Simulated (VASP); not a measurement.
Band structure of TaN (relaxed from the rock salt structure, space group Fm-3m). Level of theory: PBEsol GGA, VASP's PBE PAW potentials (set 64) (plane waves; VASP 6.6.1).

Unless said otherwise, spin-orbit coupling is left out, though it shifts the bands of the heavy elements here.

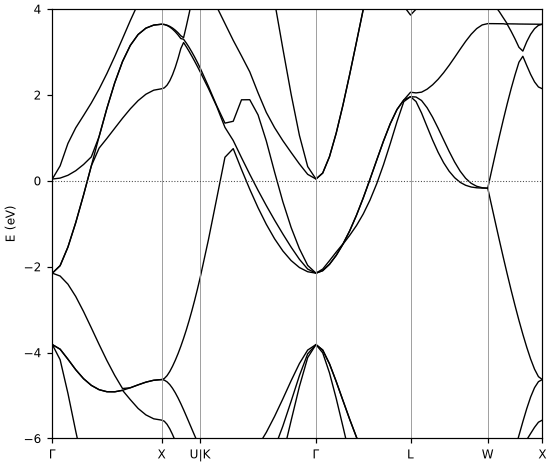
Figure: Bands along high-symmetry lines, zero at the valence-band maximum or, without a gap, the Fermi level

Question: Read the plot: is there a gap, and where are the band edges?

Answer: It has no gap at this level: it comes out as a metal or semimetal. (Edges off the drawn lines would not show.)

The structure was generated: TaN was put into the rock salt type (Fm-3m), which need not be its known phase. It was relaxed first, which changed the volume by -40 %.
